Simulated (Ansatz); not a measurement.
**SiCN (doublet): one geometry, many settings**

Aim: run SiCN (doublet) at one geometry under a spread of methods and options, and see what each costs and gives.

Method: the settings change from run to run; program: Ansatz 0.2.0, Gaussian basis.

15 further runs of the same task are left out: 4 that didn't finish, 11 set aside as unsound or not needed.

### 1 The geometry

The geometry is a PBE0/def2-TZVP stationary point (not a proven minimum).

3 atoms, charge 0, spin multiplicity 2.

Atoms are counted from 1 here; the program's logs count them from 0.

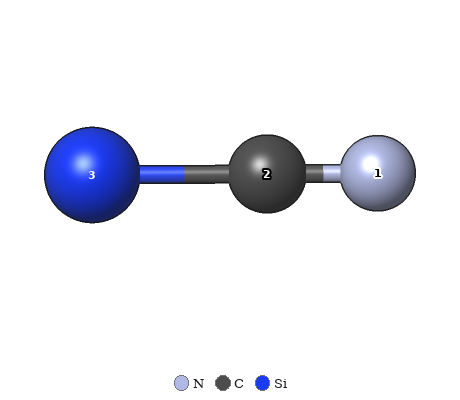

The structure; nitrogen light blue, carbon dark grey, silicon blue; atoms are numbered from 1 in the order of the file.

### 2 HF/cc-pVDZ

File in.yaml:

```yaml
crystal:
  periodic: [false, false, false]
  atoms:
    - {symbol: N, position_ang: [0.000000, 0.000000, -1.389100]}
    - {symbol: C, position_ang: [0.000000, 0.000000, -0.226600]}
    - {symbol: Si, position_ang: [0.000000, 0.000000, 1.615700]}
basis:
  gaussian: {orbitals: cc-pVDZ}
magnetization: {spin_polarized: false, initial_magnetization: 1}
hamiltonian: {xc: hf, pseudopotentials: {relativity: none}}
output: {forces: true, orbitals: {seedname: orbitals}}
```

Started as:

```sh
ansatz run in.yaml --threads 1 --pin off --events-out ev --progress --plain --max-ram 2393MiB
```

The program printed:

```text
Functional definition: HF
  name "HF"
  cite "Fock, Z. Phys. 61, 126 (1930) doi:10.1007/BF01340294"
  parent pbe
  exchange = exact_x
  correlation = 0
456 factors; integrals over basis functions are off by at most 8.5e-4 eV
mean field evaluation 1: about -10369.2319 eV, gradient 2.8e1 eV
mean field evaluation 2: about -10369.2365 eV, gradient 2.8e1 eV
mean field evaluation 4: about -10372.3974 eV, gradient 3.4e0 eV
mean field evaluation 8: about -10372.5125 eV, gradient 1.5e-1 eV
mean field evaluation 16: about -10372.3976 eV, gradient 3.4e0 eV
mean field -10372.51281889 eV, -381.1828153525 hartree, gradient 1.3e-5 eV, S^2 0.750000; 1 other end points of the search recorded, 0 dependent functions left out
the calculation of the forces begins
reference -10372.51281889 eV, -381.1828153525 hartree; 14, 13 occupied and 32, 33 virtual orbitals, 456 factors
Total energy: -10372.51281889 eV, -381.1828153525 hartree
Atom 0 at     0.000000     0.000000    -1.389100 Å, force    -0.000000     0.000000     2.299194 eV/Å
Atom 1 at     0.000000     0.000000    -0.226600 Å, force     0.000000    -0.000000    -3.270395 eV/Å
Atom 2 at     0.000000     0.000000     1.615700 Å, force    -0.000000    -0.000000     0.971201 eV/Å
Dipole moment:    -0.000000     0.000000     0.604105 e Å
```

It took 0.54 s on 1 thread of Arm Neoverse V1, shared host.

### 3 BCCD(T) on UHF/STO-3G

File in.yaml:

```yaml
crystal:
  periodic: [false, false, false]
  atoms:
    - {symbol: N, position_ang: [0.000000, 0.000000, -1.389100]}
    - {symbol: C, position_ang: [0.000000, 0.000000, -0.226600]}
    - {symbol: Si, position_ang: [0.000000, 0.000000, 1.615700]}
basis:
  gaussian: {orbitals: STO-3G, point_charges: [{charge: 1.00, position_ang: [4.416, -0.101, 0.018]}]}
magnetization: {spin_polarized: true, initial_magnetization: 1}
correlation: {method: bccd_t, electrons: all}
```

Launched as before.

The program printed (excerpt; [...] marks lines left out):

```text
Functional definition: HF
  name "HF"
  cite "Fock, Z. Phys. 61, 126 (1930) doi:10.1007/BF01340294"
  parent pbe
[...]
228 factors; integrals over basis functions are off by at most 3.9e-5 eV
[...]
mean field -10249.51049479 eV, -376.6625633157 hartree, gradient 2.5e-6 eV, S^2 0.961402; 9 other end points of the search recorded, 0 dependent functions left out
determinant -10249.51049479 eV, -376.6625633157 hartree, with singles and doubles -10254.34704588 eV, -376.8403032898 hartree
determinant -10249.42027329 eV, -376.6592477368 hartree, with singles and doubles -10254.25961067 eV, -376.8370901052 hartree
determinant -10249.51049479 eV, -376.6625633157 hartree, with singles and doubles -10254.34711156 eV, -376.8403057036 hartree
determinant -10249.42027329 eV, -376.6592477368 hartree, with singles and doubles -10254.25984067 eV, -376.8370985578 hartree
reference -10249.51049479 eV, -376.6625633157 hartree; 14, 13 occupied and 5, 6 virtual orbitals, 228 factors
second order -3.91865788 eV of doubles, -0.00000000 eV of singles
cycle   1  -4.82729908 eV  change    9.3e-3 eV  update   2.4e-2
[...]
cycle  11  -4.82228398 eV  change    1.0e-5 eV  update   6.2e-6
perturbative correction -0.06687904 eV, -0.0024577592 hartree
Total energy: -10254.39965780 eV, -376.8422367426 hartree
```

It took 1.4 s on 1 thread of Arm Neoverse V1, shared host.

From the report: ⟨S²⟩ of the determinant 0.961 (pure doublet: 0.75); correlation -4.8892 eV; largest double amplitude 0.11.

### 4 CASCI(1,3)/STO-3G

File in.yaml:

```yaml
crystal:
  periodic: [false, false, false]
  atoms:
    - {symbol: N, position_ang: [0.000000, 0.000000, -1.389100]}
    - {symbol: C, position_ang: [0.000000, 0.000000, -0.226600]}
    - {symbol: Si, position_ang: [0.000000, 0.000000, 1.615700]}
basis:
  gaussian: {orbitals: STO-3G}
magnetization: {spin_polarized: false, initial_magnetization: 1}
hamiltonian: {pseudopotentials: {relativity: scalar}}
correlation: {active_space: {window: {electrons: 1, orbitals: 3}, fixed_orbitals: true}}
scf: {lower_state_search: off}
output: {forces: true}
```

The command is unchanged.

The program printed (excerpt; [...] marks lines left out):

```text
Functional definition: HF
  name "HF"
  cite "Fock, Z. Phys. 61, 126 (1930) doi:10.1007/BF01340294"
  parent pbe
[...]
228 factors; integrals over basis functions are off by at most 3.9e-5 eV
[...]
mean field -10262.90991483 eV, -377.1549829199 hartree, gradient 2.6e-6 eV, S^2 0.750000; 0 other end points of the search recorded, 0 dependent functions left out
reference -10262.90991483 eV, -377.1549829199 hartree; 14, 13 occupied and 5, 6 virtual orbitals, 228 factors
state -10262.90991483 eV, -377.1549829199 hartree
[...]
Total energy: -10262.90991483 eV, -377.1549829199 hartree
Relativity: scalar
Atom 0 at     0.000000     0.000000    -1.389100 Å, force    -0.000000    -0.000000     0.503856 eV/Å
Atom 1 at     0.000000     0.000000    -0.226600 Å, force     0.000000     0.000000    -0.787039 eV/Å
Atom 2 at     0.000000     0.000000     1.615700 Å, force     0.000000     0.000000     0.283182 eV/Å
Dipole moment:    -0.000000    -0.000000     0.719253 e Å
Checks for a lower state left out: starts, cluster_reference, orbital_swaps, neighbouring_geometries, increment
```

Run time: 0.15 s. Hardware: 1 thread of Arm Neoverse V1, shared host.

From the report: 2 determinants; active occupations 1.00, 0.00, 0.00. With so small a space the active step adds no correlation: the energy is the mean field's.

### 5 MP2 on UHF/cc-pVDZ

File in.yaml:

```yaml
crystal:
  periodic: [false, false, false]
  atoms:
    - {symbol: N, position_ang: [0.000000, 0.000000, -1.389100]}
    - {symbol: C, position_ang: [0.000000, 0.000000, -0.226600]}
    - {symbol: Si, position_ang: [0.000000, 0.000000, 1.615700]}
basis:
  gaussian: {orbitals: cc-pVDZ, fitting: {mean_field: def2-universal-jkfit}}
magnetization: {spin_polarized: true, initial_magnetization: 1}
correlation: {method: mp2, electrons: valence}
output: {forces: true}
```

Same command.

The program printed (excerpt; [...] marks lines left out):

```text
Functional definition: HF
  name "HF"
  cite "Fock, Z. Phys. 61, 126 (1930) doi:10.1007/BF01340294"
  parent pbe
[...]
280 factors; integrals over basis functions are off by at most 2.8e-2 eV
[...]
mean field -10372.70457497 eV, -381.1898622584 hartree, gradient 8.4e-6 eV, S^2 0.888580; 6 other end points of the search recorded, 0 dependent functions left out
7 core orbitals not correlated: weight in the atoms' cores, before any rotation towards them, 1.000 or more for the frozen orbitals, at most 0.000 for the correlated occupied ones
reference -10372.70457497 eV, -381.1898622584 hartree; 7, 6 occupied and 32, 33 virtual orbitals, 280 factors
second order -8.69524769 eV of doubles, -0.00000000 eV of singles
[...]
Total energy: -10381.39982266 eV, -381.5094067172 hartree
Atom 0 at     0.000000     0.000000    -1.389100 Å, force     0.000000    -0.000000     4.791578 eV/Å
Atom 1 at     0.000000     0.000000    -0.226600 Å, force    -0.000000     0.000000    -6.361100 eV/Å
Atom 2 at     0.000000     0.000000     1.615700 Å, force    -0.000000     0.000000     1.569522 eV/Å
Dipole moment:    -0.000000     0.000000     0.667268 e Å
```

Run time: 0.9 s. Hardware: 1 thread of Arm Neoverse V1, shared host.

From the report: ⟨S²⟩ of the determinant 0.889 (pure doublet: 0.75).

### 6 NEVPT2(3,4)/6-31G

File in.yaml:

```yaml
crystal:
  periodic: [false, false, false]
  atoms:
    - {symbol: N, position_ang: [0.000000, 0.000000, -1.389100]}
    - {symbol: C, position_ang: [0.000000, 0.000000, -0.226600]}
    - {symbol: Si, position_ang: [0.000000, 0.000000, 1.615700]}
basis:
  gaussian: {orbitals: 6-31G}
magnetization: {spin_polarized: false, initial_magnetization: 1}
correlation: {method: sc_nevpt2, electrons: outside_noble_gas, active_space: {window: {electrons: 3, orbitals: 4}}}
scf: {lower_state_search: off}
```

The command is unchanged.

The program printed (excerpt; [...] marks lines left out):

```text
Functional definition: HF
  name "HF"
  cite "Fock, Z. Phys. 61, 126 (1930) doi:10.1007/BF01340294"
  parent pbe
[...]
399 factors; integrals over basis functions are off by at most 1.9e-4 eV
[...]
mean field -10370.27201159 eV, -381.1004672033 hartree, gradient 1.8e-6 eV, S^2 0.750000; 0 other end points of the search recorded, 0 dependent functions left out
reference -10370.27201159 eV, -381.1004672033 hartree; 14, 13 occupied and 17, 18 virtual orbitals, 399 factors
state -10370.76286740 eV, -381.1185058215 hartree
state -10370.76286740 eV, -381.1185058215 hartree; corrected -10376.72675810 eV, -381.3376747620 hartree
Total energy: -10376.72675810 eV, -381.3376747620 hartree
Checks for a lower state left out: stability, starts, cluster_reference, orbital_swaps, neighbouring_geometries, increment
```

Run time: 0.42 s. Hardware: 1 thread of Arm Neoverse V1, shared host.

From the report: 6 determinants; active occupations 1.94, 1.00, 0.05, 0.01.

### 7 CASCI(1,5)/STO-3G

File in.yaml:

```yaml
crystal:
  periodic: [false, false, false]
  atoms:
    - {symbol: N, position_ang: [0.000000, 0.000000, -1.389100]}
    - {symbol: C, position_ang: [0.000000, 0.000000, -0.226600]}
    - {symbol: Si, position_ang: [0.000000, 0.000000, 1.615700]}
basis:
  gaussian: {orbitals: STO-3G}
magnetization: {spin_polarized: false, initial_magnetization: 1}
correlation: {active_space: {window: {electrons: 1, orbitals: 5}, fixed_orbitals: true}}
```

Same command.

The program printed:

```text
Functional definition: HF
  name "HF"
  cite "Fock, Z. Phys. 61, 126 (1930) doi:10.1007/BF01340294"
  parent pbe
  exchange = exact_x
  correlation = 0
228 factors; integrals over basis functions are off by at most 3.9e-5 eV
mean field evaluation 1: about -10245.4273 eV, gradient 3.0e1 eV
mean field evaluation 2: about -10245.4501 eV, gradient 3.0e1 eV
mean field evaluation 4: about -10249.2759 eV, gradient 2.7e0 eV
mean field evaluation 8: about -10249.3611 eV, gradient 4.6e-2 eV
mean field evaluation 16: about -10249.3594 eV, gradient 2.0e-3 eV
mean field -10249.35916117 eV, -376.6570019080 hartree, gradient 2.5e-6 eV, S^2 0.750000; 2 other end points of the search recorded, 0 dependent functions left out
reference -10249.35916117 eV, -376.6570019080 hartree; 14, 13 occupied and 5, 6 virtual orbitals, 228 factors
state -10249.35916117 eV, -376.6570019080 hartree
Total energy: -10249.35916117 eV, -376.6570019080 hartree
```

Wall time 0.12 s (1 thread of Arm Neoverse V1, shared host).

From the report: 2 determinants; active occupations 1.00, 0.00, 0.00, 0.00, 0.00. With so small a space the active step adds no correlation: the energy is the mean field's.

### 8 BCCD(T) on UHF/STO-3G

File in.yaml:

```yaml
crystal:
  periodic: [false, false, false]
  atoms:
    - {symbol: N, position_ang: [0.000000, 0.000000, -1.389100]}
    - {symbol: C, position_ang: [0.000000, 0.000000, -0.226600]}
    - {symbol: Si, position_ang: [0.000000, 0.000000, 1.615700]}
basis:
  gaussian: {orbitals: STO-3G}
magnetization: {spin_polarized: true, initial_magnetization: 1}
correlation: {method: bccd_t, electrons: outside_noble_gas}
```

Launched as before.

The program printed (excerpt; [...] marks lines left out):

```text
Functional definition: HF
  name "HF"
  cite "Fock, Z. Phys. 61, 126 (1930) doi:10.1007/BF01340294"
  parent pbe
[...]
228 factors; integrals over basis functions are off by at most 3.9e-5 eV
[...]
mean field -10249.51271378 eV, -376.6626448620 hartree, gradient 5.1e-6 eV, S^2 0.961985; 2 other end points of the search recorded, 0 dependent functions left out
7 core orbitals not correlated: weight in the atoms' cores, before any rotation towards them, 1.000 or more for the frozen orbitals, at most 0.000 for the correlated occupied ones
reference -10249.51271378 eV, -376.6626448620 hartree; 7, 6 occupied and 5, 6 virtual orbitals, 228 factors
second order -3.83365136 eV of doubles, -0.00000000 eV of singles
cycle   1  -4.15590378 eV  change   -3.2e-1 eV  update   9.9e-2
[...]
cycle  13  -4.74491542 eV  change    6.3e-6 eV  update   1.0e-5
perturbative correction -0.06470080 eV, -0.0023777105 hartree
Total energy: -10254.32232999 eV, -376.8393949979 hartree
```

Wall time 0.57 s (1 thread of Arm Neoverse V1, shared host).

From the report: ⟨S²⟩ of the determinant 0.962 (pure doublet: 0.75); correlation -4.8096 eV; largest double amplitude 0.11.

### 9 CCSD on UHF/cc-pVDZ

in.yaml, as its differences from that of step 8:

```diff
@@ -7,4 +7,4 @@
 basis:
-  gaussian: {orbitals: STO-3G}
+  gaussian: {orbitals: cc-pVDZ}
 magnetization: {spin_polarized: true, initial_magnetization: 1}
-correlation: {method: bccd_t, electrons: outside_noble_gas}
+correlation: {method: ccsd, electrons: outside_noble_gas, diis_vectors: 2}
```

Same command.

The program printed (excerpt; [...] marks lines left out):

```text
Functional definition: HF
  name "HF"
  cite "Fock, Z. Phys. 61, 126 (1930) doi:10.1007/BF01340294"
  parent pbe
[...]
456 factors; integrals over basis functions are off by at most 8.5e-4 eV
[...]
mean field -10372.70593848 eV, -381.1899123664 hartree, gradient 2.9e-6 eV, S^2 0.888456; 9 other end points of the search recorded, 0 dependent functions left out
determinant -10372.70593848 eV, -381.1899123664 hartree, with singles and doubles -10382.25005607 eV, -381.5406522188 hartree
determinant -10369.53110601 eV, -381.0732394252 hartree, with singles and doubles -10379.16638023 eV, -381.4273292219 hartree
determinant -10369.36096186 eV, -381.0669867432 hartree, with singles and doubles -10378.97405115 eV, -381.4202612586 hartree
7 core orbitals not correlated: weight in the atoms' cores, before any rotation towards them, 1.000 or more for the frozen orbitals, at most 0.000 for the correlated occupied ones
reference -10372.70593848 eV, -381.1899123664 hartree; 7, 6 occupied and 32, 33 virtual orbitals, 456 factors
second order -8.69469997 eV of doubles, -0.00000000 eV of singles
cycle   1  -9.54336399 eV  change    7.5e-4 eV  update   2.7e-3
[...]
cycle  12  -9.54618281 eV  change    7.6e-6 eV  update   2.6e-6
Total energy: -10382.25212129 eV, -381.5407281140 hartree
```

Wall time 3.9 s (1 thread of Arm Neoverse V1, shared host).

From the report: ⟨S²⟩ of the determinant 0.888 (pure doublet: 0.75); correlation -9.5462 eV; T1 0.038; largest double amplitude 0.09.

### 10 MP2 on UHF/6-31G*

in.yaml, as its differences from that of step 9:

```diff
@@ -7,4 +7,5 @@
 basis:
-  gaussian: {orbitals: cc-pVDZ}
+  gaussian: {orbitals: "6-31G*"}
 magnetization: {spin_polarized: true, initial_magnetization: 1}
-correlation: {method: ccsd, electrons: outside_noble_gas, diis_vectors: 2}
+correlation: {method: mp2, electrons: outside_noble_gas}
+scf: {lower_state_search: full}
```

The command is unchanged.

The program printed (excerpt; [...] marks lines left out):

```text
Functional definition: HF
  name "HF"
  cite "Fock, Z. Phys. 61, 126 (1930) doi:10.1007/BF01340294"
  parent pbe
[...]
449 factors; integrals over basis functions are off by at most 1.1e-3 eV
[...]
mean field -10372.06921673 eV, -381.1665132738 hartree, gradient 3.7e-6 eV, S^2 0.888686; 10 other end points of the search recorded, 0 dependent functions left out
7 core orbitals not correlated: weight in the atoms' cores, before any rotation towards them, 1.000 or more for the frozen orbitals, at most 0.000 for the correlated occupied ones
reference -10372.06921673 eV, -381.1665132738 hartree; 7, 6 occupied and 35, 36 virtual orbitals, 449 factors
second order -8.69213762 eV of doubles, -0.00000000 eV of singles
Total energy: -10380.76135436 eV, -381.4859434398 hartree
```

Wall time 1.5 s (1 thread of Arm Neoverse V1, shared host).

From the report: ⟨S²⟩ of the determinant 0.889 (pure doublet: 0.75).

### 11 All runs side by side

Where basis and cores are those of an earlier UCCSDT(Q)/cc-pVDZ run (-10382.7440 eV), and the state is the same kind, the miss against it is given.

```
                                        level         correlated  functions  energy (eV)  from UCCSDT(Q) (meV)    time
                                   HF/cc-pVDZ                            46  -10372.5128                        0.54 s
BCCD(T) on UHF/STO-3G (beside a point charge)                all         19  -10254.3997                         1.4 s
           CASCI(1,3)/STO-3G (relativity set)                            19  -10262.9099                        0.15 s
                           MP2 on UHF/cc-pVDZ            valence         46  -10381.3998                1344.2   0.9 s
                            NEVPT2(3,4)/6-31G  outside noble gas         31  -10376.7268                        0.42 s
                            CASCI(1,5)/STO-3G                            19  -10249.3592                        0.12 s
                        BCCD(T) on UHF/STO-3G  outside noble gas         19  -10254.3223                        0.57 s
                          CCSD on UHF/cc-pVDZ  outside noble gas         46  -10382.2521                 491.9   3.9 s
                            MP2 on UHF/6-31G*  outside noble gas         49  -10380.7614                         1.5 s
```

### 12 Results

| quantity | value |
| --- | --- |
| runs | 9 |
| quickest | CASCI(1,5)/STO-3G, 0.12 s |
| slowest | CCSD on UHF/cc-pVDZ, 3.9 s |

**Reading.** Total energies in different bases, with other cores or another treatment of relativity can't be set against each other. CCSD on UHF/cc-pVDZ took 32 times as long as CASCI(1,5)/STO-3G; the jobs differ in more than the method. Among the correlated runs with a miss given, it spans +492 to +1344 meV.
